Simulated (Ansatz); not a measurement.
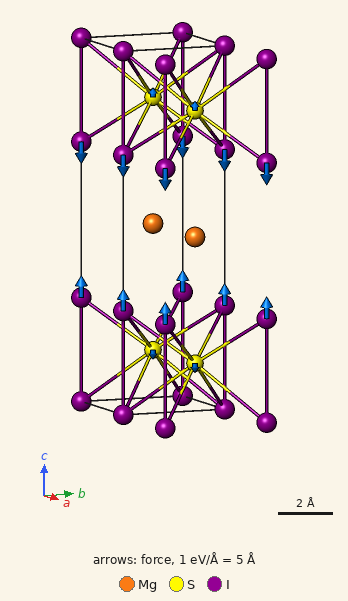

Starting geometry of solid MgS₂I₃ (a generated structure, set up in P4/mmm) (coarse preliminary run) with the computed forces as blue arrows. Style: ball-and-stick. Shown: the cell of the calculation, repeated 2 × 1 × 1 with one cell outlined, slightly off an axis.

Level of theory: DFT PBE, scalar-relativistic, plane waves, PAW in Ansatz.

Input file:
```yaml
crystal:
  lattice:
    - [4.10030365, 0.0, 0.0]
    - [0.0, 4.10030365, 0.0]
    - [0.0, 0.0, 13.70652591]
  atoms:
    - { symbol: Mg, position: [0.5, 0.5, 0.5] }
    - { symbol: S, position: [0.5, 0.5, 0.84736025] }
    - { symbol: S, position: [0.5, 0.5, 0.15263975] }
    - { symbol: I, position: [0.0, 0.0, 0.0] }
    - { symbol: I, position: [0.0, 0.0, 0.71455228] }
    - { symbol: I, position: [0.0, 0.0, 0.28544772] }
basis:
  ecutwfc: 420
kpoints:
  mp_grid: { grid: [4, 4, 2] }
hamiltonian:
  xc: pbe
scf:
  occupations: { method: gaussian, width: 0.1 }
  lower_state_search: "off"
output:
  forces: true
  stress: true
  eigenvalues: true
relax:
  adjacent_minimum: "off"
  f_tol: 0.04
  max_steps: 70
  cell: { stress_tol: 0.4 }
```

Run as
```bash
ansatz run input.yaml --threads 1 --pin off --max-ram 2048MiB --backend cpu --events-out ev --progress --plain --runs-dir out
```

> What follows when this structure is relaxed?

It isn't relaxed: the largest force vector, on I atoms, is 0.17 eV/Å. The atoms end up moving mostly along the starting forces (cosine between the two patterns 0.93). Over 12 accepted moves (13 points after the start) the energy falls by 5.067 eV per cell of the calculation. Largest force component: 0.17 eV/Å at the start, 0.033 eV/Å at the end. The pressure goes from −4.98 to −0.01 GPa. At 1 point the geometry stayed and the basis and grid were re-selected for the new cell (energy shift of 1.9 meV per cell of the calculation at most each time). The largest moves relative to the cell, 0.92 Å, are those of I5 and I6. I6 goes along +c. By element the largest moves are I 0.92 Å, S 0.90 Å. Mg stays in place. The drawn cell changes as follows: a = b 4.100 → 3.975 Å (−3.1 %), c 13.707 → 12.705 Å (−7.3 %); the volume changes by −12.9 %. Near-neighbour distances that change, for instance: S2–S3 4.184 → 2.075 Å, S2–I5 3.423 → 4.495 Å, Mg1–I5 4.130 → 3.342 Å, I4–I5 3.912 → 4.545 Å. New bonds form: Mg1–I5 (4.13 → 3.34 Å), Mg1–I6 (4.13 → 3.34 Å), S2–S3 (4.18 → 2.08 Å). The space group stays P4/mmm (No. 123). Cost: 110 s on 1 thread of Intel(R) Xeon(R) Platinum 8488C (Sapphire Rapids), on a shared host, peak memory 0.56 GiB.

Limits of the set-up: the k-point mesh is coarse for a cell with partly filled bands.
